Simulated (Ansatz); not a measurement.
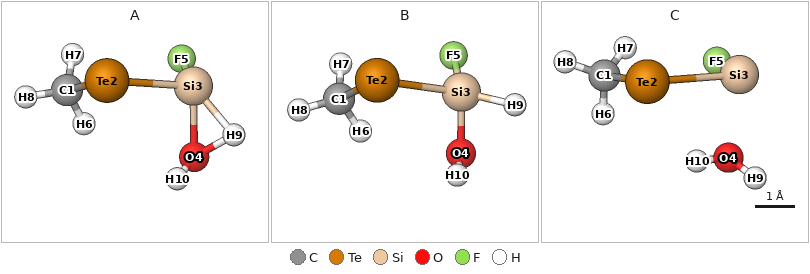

3 geometries from a converged minimum-energy path of CH5FOSiTe, shuffled. Style: ball-and-stick. Shown at a tilt.

Computed with Ansatz, RKS BLYP-D4/def2-SVP. Settings: 9 movable images; climbing image; force threshold 0.05 eV/Å; iteration limit 60; starting path through a guess of the saddle point.

Question: One of them is the converged climbing image. Which?

Answer: A. In order along the path, whose images run from 0 to 10: B (image 3, +75.6 kJ/mol), A (image 5, +267.2 kJ/mol), C (image 8, +152.4 kJ/mol). Breaking: Si3–H9 (1.50 → 1.64 at the top → 2.70 Å), Si3–O4 (1.68 → 1.94 at the top → 2.19 Å). Forming: O4–H9 (2.66 → 1.35 at the top → 0.98 Å).
